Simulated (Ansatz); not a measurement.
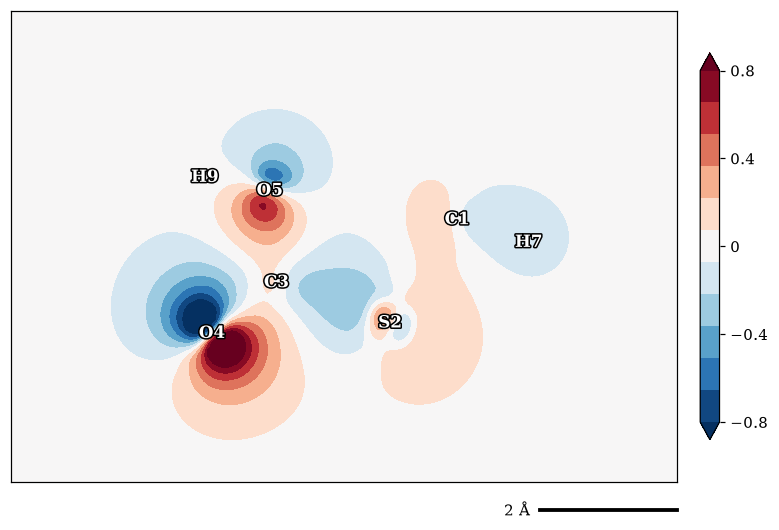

Figure. C$_{2}$H$_{4}$O$_{2}$S (SMILES CSC(=O)O). The HOMO−1 on the plane of atoms S2, C3 and O5 (values in Å⁻³ᐟ²; the overall sign is arbitrary).

Geometry: PBE0-D4/def2-TZVP.

Method: RKS PBE0-D4/def2-TZVPP in Ansatz.

```xyz
9

C    -0.5750   -1.0666   -0.8170
S     1.1241   -0.6307   -0.4145
C     0.9536    0.7746    0.6208
O     1.9000    1.3429    1.0867
O    -0.3219    1.1412    0.8336
H    -1.0698   -0.2593   -1.3530
H    -0.5058   -1.9418   -1.4641
H    -1.1361   -1.3234    0.0791
H    -0.2805    1.9170    1.4114
```

Describe this orbital and give its energy.

It lies mainly on O4 (about 60 %), S2 (about 10 %), O5 (about 10 %) and C3 (about 10 %). Its energy is −8.35 eV.
